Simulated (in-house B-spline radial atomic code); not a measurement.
La⁹⁺: many-body perturbation calculation

La⁹⁺, core [Kr] 4d10. Computed at this level: configuration interaction of two valence electrons with many-body perturbation theory for the core (screened one- and two-electron correlation potentials), Breit and QED, no-pair Dirac, B-spline basis (in-house B-spline radial atomic code).

Results in brief:

| quantity | value |
| --- | --- |
| outcome | converged |
| hardware | 1 CPU thread, shared host |
| wall time | 1.7 min |

The input:
```
basis_form = 3
Z = 57
core_configuration = [Kr] 4d10
rms_radius = 4.855
mass_number = 139
speed_of_light = 137.035999084
box_radius = 8.182
lmax = 6
intervals = 61
virtual_cutoff = 6498.0
```

Launched within a batch (the task file carries these settings):
```bash
python <driver script> task.json out
```

The program writes its results to a structured record and prints no log; tables and figures of this report are taken from that record.

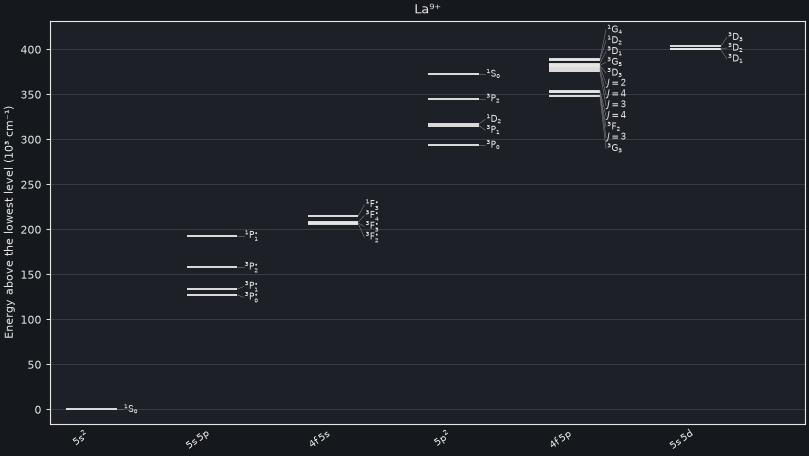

*Levels of La⁹⁺ (lanthanum, Z = 57), two electrons outside the core [Kr] 4d¹⁰. CI+MBPT: configuration interaction in the frozen-core Dirac–Hartree–Fock potential with screened core-valence correlation, Breit and QED terms; computed with a B-spline radial code.*

The lowest level is 5s² ¹S₀. The first excited level, 5s 5p ³P°₀, lies at 127,000 cm⁻¹. It is also the lowest level of opposite parity. The ionisation energy is 152.4 eV, against 150.6 eV from CI without core-valence correlation and a semi-empirical value of 151.4 eV.

```csv
Level,E (cm⁻¹)
5s² ¹S₀,0
5s 5p ³P°₀,"127,100"
5s 5p ³P°₁,"133,800"
5s 5p ³P°₂,"157,800"
5s 5p ¹P°₁,"192,800"
4f 5s ³F°₂,"206,300"
4f 5s ³F°₃,"207,000"
4f 5s ³F°₄,"208,300"
4f 5s ¹F°₃,"215,100"
5p² ³P₀,"293,700"
5p² ³P₁,"315,200"
5p² ¹D₂,"317,300"
5p² ³P₂,"345,200"
4f 5p ³G₃,"348,400"
"4f 5p J = 3 (even, mixed, level 15)","352,200"
4f 5p ³F₂,"352,200"
```
